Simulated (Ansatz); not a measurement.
# Fields on a plane of TiO (space group C2/m)

```
CELL_PARAMETERS angstrom
      4.56291    -2.04250     0.00000
      4.56291     2.04250     0.00000
     -1.70151     0.00000     5.44157
ATOMIC_POSITIONS crystal
  Ti 0.65345 0.65345 0.32312
  Ti 0.34655 0.34655 0.67688
  Ti 0.66636 0.66636 0.83277
  Ti 0.33364 0.33364 0.16723
  Ti 0.00000 0.00000 0.50000
  O  0.50000 0.50000 0.00000
  O  0.83212 0.83212 0.16875
  O  0.16788 0.16788 0.83125
  O  0.83133 0.83133 0.65862
  O  0.16867 0.16867 0.34138
```

The slice is a (001) plane (indices of the conventional cell) through the point (0.832, 0.832, 0.169) (fractional), spanned by u = [1 -1 0] and v = [110] in vectors of this cell: u (4.09 Å) and v (9.13 Å, at 90° to u). It covers one period; positions are fractions (u, v).

Atoms on it: Ti at (0.50, 0.00); Ti at (0.00, 0.50); O at (0.00, 0.00); O at (0.50, 0.50). Other atoms lie within 1 Å of the plane.

These are LDA (plane waves to 420 eV, PAW, scalar-relativistic; Ansatz, an electronic-structure program) values and carry that method's errors. k mesh 12×12×8. These are valence fields of a PAW run, semicore shells included where kept as valence: close to a nucleus they are smooth pseudo fields. TiO is run without spin polarisation and with no Hubbard U. TiO was relaxed with its symmetry unable to fall.

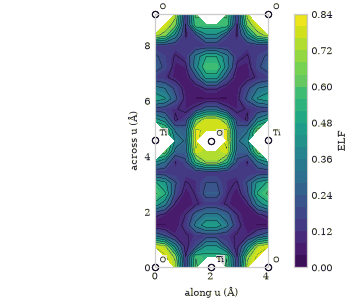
Figure: Electron localisation function (ELF), one period of the plane, atoms marked. Points within 0.4 Å of a nucleus are left white, as the pseudised field means little there.

```
v \ u  0.00  0.18  0.36  0.55  0.73  0.91
-----  ----  ----  ----  ----  ----  ----
0.88   <4.0   6.7   6.3   4.9   7.5   4.6
0.75   <4.0   5.2  11.1  11.5   9.3  <4.0
0.62   <4.0   7.9  11.1  11.4  10.2   5.1
0.50      x     x     x     x  <4.0     x
0.38    4.6   7.1   5.6  <4.0   7.3   5.5
0.25   11.5  10.4  <4.0  <4.0   7.5  11.4
0.12   11.3  10.9   6.5  <4.0   9.2  11.3
0.00      x     x     x     x  <4.0     x
```

Values: electrostatic potential energy of an electron, from the cell's mean, in eV. Points within 0.8 Å of a nucleus are blanked (x), as the pseudised field means little there. Values under 4 eV are set to 4. The zero, the cell's mean, hangs on the PAW cores.
